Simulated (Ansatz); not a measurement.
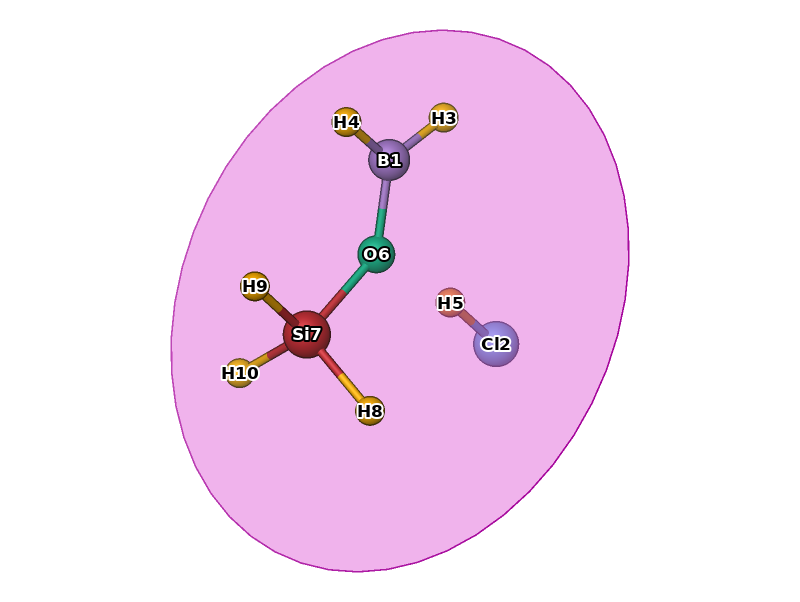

A disc through the centre of mass is drawn in. Atoms fade into the background with distance from the viewer. The geometry was computed by an optimisation with PBE0-D4/def2-TZVP.

### Is the plane of the disc a mirror plane of the structure?

No. The point group is Cs, with 1 mirror plane, and this plane isn't one of its mirror planes.
